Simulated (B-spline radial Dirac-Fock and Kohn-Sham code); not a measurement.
# Elastic scattering of electrons by Ti

Aim: how strongly Ti scatters electrons elastically, and to which angles, at 8 energies.

Program: B-spline radial Dirac-Fock and Kohn-Sham code, version 3. Model: Dirac partial waves in the static field of the Dirac-Fock density with Furness-McCarthy exchange, no polarisation or absorption. All values are calculated, but those marked as tabulated.

### Step 1. The atom as given

Neutral titanium in the configuration [Ar] 3d2 4s2.

- nuclear charge: 22
- electrons: 22
- mass number: 48
- nuclear rms radius: 3.5921 fm

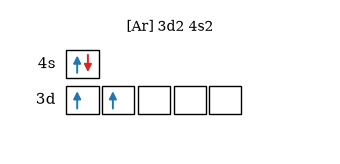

The shells outside the core; arrows follow Hund's rule for the drawing alone (heavy ions are jj-coupled), while the calculation averages over the configuration.

### Step 2. 187.0 eV

The run's settings:

```ini
task = elastic
Z = 22
charge = 0
configuration = 1s2 2s2 2p6 3s2 3p6 3d2 4s2
mass_number = 48
rms_radius = 3.5921  # fm
projectile = electron
energy = 187.0  # eV
theta = [5, 10, 15, 20, 25, 30, 35, 40, 45, 50, 55, 60, 65, 70, 75, 80, 85, 90, 95, 100, 105, 110, 115, 120, 125, 130, 135, 140, 145, 150, 155, 160, 165, 170, 175]  # deg
```

The program writes no log. Results of the run, from its result record (rounded, main fields):

```text
{
  "status": "converged",
  "sigma [bohr^2]": 19.06,
  "transport1 [bohr^2]": 6.66,
  "transport2 [bohr^2]": 5.469,
  "backward [bohr^2]": 2.843,
  "dcs [bohr^2/sr]": [79.3, 38.69, 16.53, 7.93, 4.417, 2.658, 1.653, 1.052, 0.6906, 0.4787, 0.3639, 0.3149, 0.3103, 0.3321, 0.3638, 0.3903, 0.399, 0.3817, 0.3362, 0.2662, 0.1818, 0.09782, 0.03221, 0.003509, 0.02826, 0.1185, 0.2799, 0.5102, 0.7992, 1.129, 1.476, 1.813, 2.112, 2.346, 2.496],
  "sherman": [3.764e-05, 0.0001428, 0.000426, 0.0009144, 0.001428, 0.00172, 0.001486, 0.0003, -0.002253, -0.006157, -0.01025, -0.01228, -0.01094, -0.00729, -0.003048, 0.0008989, 0.004413, 0.007694, 0.01109, 0.01515, 0.02093, 0.0312, 0.05713, 0.08042, -0.05226, -0.02761, -0.01763, -0.01237, -0.009095, -0.006831, -0.005144, -0.00381, -0.0027, -0.001731, -0.0008458],
  "phases_minus [rad]": [0.1954, 1.439, -0.5065, 1.347, 0.7519],
  "phases_plus [rad]": [0.0, 1.457, -0.5032, 1.347, 0.7521],
  "partial_waves": 57
}
```

### Step 3. 347.0 eV

Recorded inputs:

```ini
task = elastic
projectile = electron
energy = 347.0  # eV
theta = [5, 10, 15, 20, 25, 30, 35, 40, 45, 50, 55, 60, 65, 70, 75, 80, 85, 90, 95, 100, 105, 110, 115, 120, 125, 130, 135, 140, 145, 150, 155, 160, 165, 170, 175]  # deg
```

The program writes no log. Results of the run, from its result record (rounded, main fields):

```text
{
  "status": "converged",
  "sigma [bohr^2]": 13.65,
  "transport1 [bohr^2]": 3.46,
  "transport2 [bohr^2]": 3.315,
  "backward [bohr^2]": 1.385,
  "dcs [bohr^2/sr]": [79.67, 28.52, 10.67, 4.938, 2.58, 1.467, 0.9197, 0.6423, 0.4925, 0.4038, 0.3457, 0.3038, 0.2704, 0.2406, 0.2114, 0.1815, 0.1507, 0.1203, 0.09271, 0.07069, 0.05732, 0.05542, 0.06723, 0.09413, 0.1364, 0.1933, 0.2628, 0.342, 0.4271, 0.5138, 0.5974, 0.6734, 0.7376, 0.7862, 0.8165],
  "sherman": [4.622e-05, 0.0001397, 0.0002394, 0.0001832, -0.0002017, -0.001079, -0.002408, -0.003742, -0.004436, -0.004057, -0.00252, -1.203e-05, 0.00314, 0.006599, 0.0101, 0.01347, 0.01655, 0.019, 0.01994, 0.01732, 0.008128, -0.006613, -0.01804, -0.02143, -0.02, -0.01711, -0.01416, -0.01156, -0.00935, -0.00748, -0.005879, -0.004485, -0.003243, -0.002106, -0.001037],
  "phases_minus [rad]": [-0.4777, 0.9189, -0.676, 1.465, 0.919],
  "phases_plus [rad]": [0.0, 0.9367, -0.6725, 1.466, 0.9194],
  "partial_waves": 74
}
```

### Step 4. 1680 eV

Settings, as recorded:

```ini
task = elastic
projectile = electron
energy = 1680.0  # eV
theta = [5, 10, 15, 20, 25, 30, 35, 40, 45, 50, 55, 60, 65, 70, 75, 80, 85, 90, 95, 100, 105, 110, 115, 120, 125, 130, 135, 140, 145, 150, 155, 160, 165, 170, 175]  # deg
```

The program writes no log. Results of the run, from its result record (rounded, main fields):

```text
{
  "status": "converged",
  "sigma [bohr^2]": 5.37,
  "transport1 [bohr^2]": 0.4166,
  "transport2 [bohr^2]": 0.6959,
  "backward [bohr^2]": 0.1244,
  "dcs [bohr^2/sr]": [44.53, 9.188, 3.015, 1.265, 0.6606, 0.3964, 0.2558, 0.1731, 0.1222, 0.08988, 0.06882, 0.05466, 0.04487, 0.03791, 0.03286, 0.02913, 0.02634, 0.02424, 0.02265, 0.02145, 0.02056, 0.01989, 0.0194, 0.01905, 0.01881, 0.01865, 0.01855, 0.0185, 0.01848, 0.01848, 0.01849, 0.01851, 0.01853, 0.01855, 0.01856],
  "sherman": [-1.368e-05, -4.415e-05, -2.185e-05, 0.0002131, 0.00078, 0.001623, 0.002614, 0.003581, 0.004302, 0.004541, 0.004109, 0.002916, 0.0009795, -0.001586, -0.004592, -0.007814, -0.01101, -0.01398, -0.01653, -0.01855, -0.01998, -0.0208, -0.02105, -0.02078, -0.02006, -0.01897, -0.01759, -0.01598, -0.01421, -0.01231, -0.01034, -0.008315, -0.006256, -0.004179, -0.002092],
  "phases_minus [rad]": [0.9679, -0.3292, -1.198, 1.413, 1.079],
  "phases_plus [rad]": [0.0, -0.3107, -1.193, 1.415, 1.08],
  "partial_waves": 150
}
```

### Step 5. 2540 eV

The run's settings:

```ini
task = elastic
projectile = electron
energy = 2540.0  # eV
theta = [5, 10, 15, 20, 25, 30, 35, 40, 45, 50, 55, 60, 65, 70, 75, 80, 85, 90, 95, 100, 105, 110, 115, 120, 125, 130, 135, 140, 145, 150, 155, 160, 165, 170, 175]  # deg
```

The program writes no log. Results of the run, from its result record (rounded, main fields):

```text
{
  "status": "converged",
  "sigma [bohr^2]": 4.078,
  "transport1 [bohr^2]": 0.2235,
  "transport2 [bohr^2]": 0.4116,
  "backward [bohr^2]": 0.05657,
  "dcs [bohr^2/sr]": [33.43, 6.459, 1.984, 0.8221, 0.424, 0.2459, 0.1534, 0.1017, 0.07128, 0.05254, 0.04041, 0.0322, 0.02642, 0.0222, 0.01905, 0.01662, 0.01473, 0.01323, 0.01202, 0.01104, 0.01024, 0.009575, 0.009026, 0.008567, 0.008183, 0.007861, 0.007591, 0.007365, 0.007177, 0.007022, 0.006897, 0.006798, 0.006723, 0.006671, 0.006639],
  "sherman": [9.449e-07, 4.444e-05, 0.000239, 0.0006869, 0.001329, 0.002036, 0.002658, 0.003009, 0.002906, 0.002225, 0.0009245, -0.0009534, -0.003307, -0.005997, -0.008863, -0.01175, -0.01449, -0.01698, -0.0191, -0.02078, -0.02199, -0.0227, -0.02294, -0.02272, -0.02209, -0.02108, -0.01975, -0.01815, -0.01631, -0.01428, -0.01211, -0.009815, -0.007434, -0.004989, -0.002505],
  "phases_minus [rad]": [0.5498, -0.6161, -1.343, 1.35, 1.06],
  "phases_plus [rad]": [0.0, -0.597, -1.338, 1.353, 1.062],
  "partial_waves": 181
}
```

### Step 6. 6620 eV

Settings, as recorded:

```ini
task = elastic
projectile = electron
energy = 6620.0  # eV
theta = [5, 10, 15, 20, 25, 30, 35, 40, 45, 50, 55, 60, 65, 70, 75, 80, 85, 90, 95, 100, 105, 110, 115, 120, 125, 130, 135, 140, 145, 150, 155, 160, 165, 170, 175]  # deg
```

The program writes no log. Results of the run, from its result record (rounded, main fields):

```text
{
  "status": "converged",
  "sigma [bohr^2]": 2.029,
  "transport1 [bohr^2]": 0.04876,
  "transport2 [bohr^2]": 0.1052,
  "backward [bohr^2]": 0.007983,
  "dcs [bohr^2/sr]": [15.34, 2.31, 0.6257, 0.248, 0.12, 0.06624, 0.0403, 0.02638, 0.01825, 0.01316, 0.009821, 0.007532, 0.005914, 0.00474, 0.00387, 0.003213, 0.002709, 0.002316, 0.002007, 0.00176, 0.001561, 0.001399, 0.001267, 0.001158, 0.001067, 0.0009926, 0.0009305, 0.000879, 0.0008366, 0.0008018, 0.0007738, 0.0007518, 0.0007353, 0.0007238, 0.0007169],
  "sherman": [5.127e-05, 0.0002442, 0.0005696, 0.0008989, 0.001124, 0.001102, 0.000697, -0.0001673, -0.001503, -0.003276, -0.005424, -0.007867, -0.01051, -0.01327, -0.01604, -0.01873, -0.02125, -0.02353, -0.0255, -0.02709, -0.02828, -0.02904, -0.02934, -0.02918, -0.02857, -0.02752, -0.02605, -0.02419, -0.02198, -0.01945, -0.01664, -0.01359, -0.01036, -0.006988, -0.003518],
  "phases_minus [rad]": [-0.3364, -1.198, 1.47, 1.172, 0.9667],
  "phases_plus [rad]": [0.0, -1.176, 1.478, 1.176, 0.9695],
  "partial_waves": 281
}
```

### Step 7. 15000 eV

The run's settings:

```ini
task = elastic
projectile = electron
energy = 15000.0  # eV
theta = [5, 10, 15, 20, 25, 30, 35, 40, 45, 50, 55, 60, 65, 70, 75, 80, 85, 90, 95, 100, 105, 110, 115, 120, 125, 130, 135, 140, 145, 150, 155, 160, 165, 170, 175]  # deg
```

The program writes no log. Results of the run, from its result record (rounded, main fields):

```text
{
  "status": "converged",
  "sigma [bohr^2]": 1.05,
  "transport1 [bohr^2]": 0.01231,
  "transport2 [bohr^2]": 0.02879,
  "backward [bohr^2]": 0.001462,
  "dcs [bohr^2/sr]": [6.692, 0.7445, 0.1936, 0.07394, 0.03455, 0.01842, 0.01079, 0.006779, 0.004501, 0.003125, 0.002251, 0.001674, 0.001279, 0.001001, 0.0007995, 0.0006509, 0.000539, 0.0004532, 0.0003865, 0.0003339, 0.000292, 0.0002582, 0.0002308, 0.0002083, 0.0001899, 0.0001747, 0.0001622, 0.0001518, 0.0001433, 0.0001364, 0.0001309, 0.0001265, 0.0001232, 0.0001209, 0.0001196],
  "sherman": [7.501e-05, 0.0002684, 0.0004451, 0.0004918, 0.00025, -0.0003953, -0.001484, -0.003006, -0.004929, -0.007204, -0.009769, -0.01256, -0.01549, -0.01848, -0.02146, -0.02433, -0.02703, -0.02948, -0.03161, -0.03336, -0.03469, -0.03555, -0.03592, -0.03577, -0.0351, -0.03391, -0.0322, -0.03001, -0.02736, -0.02429, -0.02084, -0.01708, -0.01304, -0.00881, -0.004439],
  "phases_minus [rad]": [-0.9706, 1.54, 1.214, 1.006, 0.8579],
  "phases_plus [rad]": [0.0, 1.566, 1.225, 1.012, 0.8622],
  "partial_waves": 411
}
```

### Step 8. 30100 eV

Recorded inputs:

```ini
task = elastic
projectile = electron
energy = 30100.0  # eV
theta = [5, 10, 15, 20, 25, 30, 35, 40, 45, 50, 55, 60, 65, 70, 75, 80, 85, 90, 95, 100, 105, 110, 115, 120, 125, 130, 135, 140, 145, 150, 155, 160, 165, 170, 175]  # deg
```

The program writes no log. Results of the run, from its result record (rounded, main fields):

```text
{
  "status": "converged",
  "sigma [bohr^2]": 0.5843,
  "transport1 [bohr^2]": 0.003678,
  "transport2 [bohr^2]": 0.009006,
  "backward [bohr^2]": 0.0003482,
  "dcs [bohr^2/sr]": [2.67, 0.2586, 0.06551, 0.02365, 0.01051, 0.005384, 0.003059, 0.001878, 0.001224, 0.0008373, 0.0005957, 0.000438, 0.0003312, 0.0002566, 0.000203, 0.0001638, 0.0001344, 0.000112, 9.466e-05, 8.108e-05, 7.032e-05, 6.17e-05, 5.473e-05, 4.907e-05, 4.443e-05, 4.063e-05, 3.749e-05, 3.492e-05, 3.281e-05, 3.11e-05, 2.973e-05, 2.865e-05, 2.785e-05, 2.729e-05, 2.696e-05],
  "sherman": [7.778e-05, 0.0002058, 0.0002367, -7.766e-06, -0.0006509, -0.001727, -0.003234, -0.005153, -0.007453, -0.01009, -0.013, -0.01613, -0.0194, -0.02272, -0.02603, -0.02923, -0.03225, -0.035, -0.03742, -0.03944, -0.041, -0.04204, -0.04252, -0.04242, -0.0417, -0.04038, -0.03844, -0.03591, -0.03281, -0.02919, -0.0251, -0.0206, -0.01576, -0.01065, -0.005371],
  "phases_minus [rad]": [-1.405, 1.263, 1.025, 0.8714, 0.7603],
  "phases_plus [rad]": [0.0, 1.295, 1.039, 0.88, 0.7664],
  "partial_waves": 571
}
```

### Step 9. 50600 eV

Settings, as recorded:

```ini
task = elastic
projectile = electron
energy = 50600.0  # eV
theta = [5, 10, 15, 20, 25, 30, 35, 40, 45, 50, 55, 60, 65, 70, 75, 80, 85, 90, 95, 100, 105, 110, 115, 120, 125, 130, 135, 140, 145, 150, 155, 160, 165, 170, 175]  # deg
```

The program writes no log. Results of the run, from its result record (rounded, main fields):

```text
{
  "status": "converged",
  "sigma [bohr^2]": 0.3786,
  "transport1 [bohr^2]": 0.001485,
  "transport2 [bohr^2]": 0.003733,
  "backward [bohr^2]": 0.00012,
  "dcs [bohr^2/sr]": [1.212, 0.1157, 0.02753, 0.009468, 0.004101, 0.002071, 0.001165, 0.0007098, 0.0004595, 0.0003121, 0.0002205, 0.0001611, 0.000121, 9.31e-05, 7.32e-05, 5.867e-05, 4.783e-05, 3.961e-05, 3.329e-05, 2.834e-05, 2.444e-05, 2.132e-05, 1.881e-05, 1.677e-05, 1.511e-05, 1.375e-05, 1.263e-05, 1.172e-05, 1.097e-05, 1.036e-05, 9.875e-06, 9.495e-06, 9.21e-06, 9.013e-06, 8.898e-06],
  "sherman": [7.037e-05, 0.0001465, 4.249e-05, -0.0004185, -0.001297, -0.002609, -0.004357, -0.006529, -0.009095, -0.01201, -0.01521, -0.01864, -0.02222, -0.02587, -0.02951, -0.03305, -0.03641, -0.0395, -0.04225, -0.04458, -0.04641, -0.04769, -0.04836, -0.04838, -0.0477, -0.04633, -0.04423, -0.04144, -0.03797, -0.03387, -0.02918, -0.02399, -0.01838, -0.01244, -0.006277],
  "phases_minus [rad]": [1.477, 1.096, 0.906, 0.7824, 0.6924],
  "phases_plus [rad]": [0.0, 1.133, 0.9233, 0.7935, 0.7004],
  "partial_waves": 734
}
```

### Step 10. Collected

| energy (eV) | σ (bohr²) | first transport (bohr²) | σ / transport | backward share (%) | partial waves |
| --- | --- | --- | --- | --- | --- |
| 187.0 | 19.1 | 6.66 | 2.86 | 14.9 | 57 |
| 347.0 | 13.6 | 3.46 | 3.94 | 10.1 | 74 |
| 1680 | 5.37 | 0.417 | 12.9 | 2.32 | 150 |
| 2540 | 4.08 | 0.224 | 18.2 | 1.39 | 181 |
| 6620 | 2.03 | 0.0488 | 41.6 | 0.393 | 281 |
| 15000 | 1.05 | 0.0123 | 85.3 | 0.139 | 411 |
| 30100 | 0.584 | 0.00368 | 159 | 0.0596 | 571 |
| 50600 | 0.379 | 0.00148 | 255 | 0.0317 | 734 |

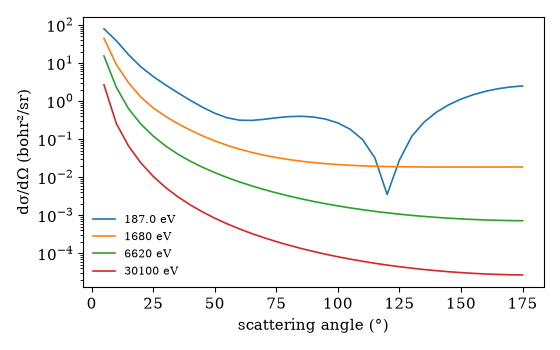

Angular distributions of electrons.

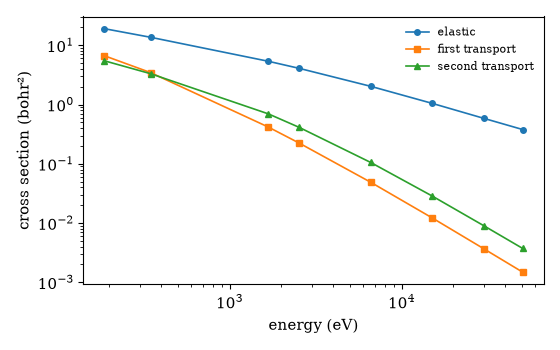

Integrated cross sections against energy.

### Step 11. Outcome

| quantity | value |
| --- | --- |
| σ at 187.0 and 50600 eV | 19.1 and 0.379 bohr² |
| backward share there | 14.9 and 0.0317 % |
| largest Sherman function | 0.080 at 120°, 187.0 eV |

**Reading.** It takes about 2.9 elastic collisions to lose the direction at 187.0 eV and 250 at 50600 eV (σ over the first transport cross section). Deep diffraction minima show in the angular distribution up to 187.0 eV. Under about 200 eV a static field without polarisation is a poor model.
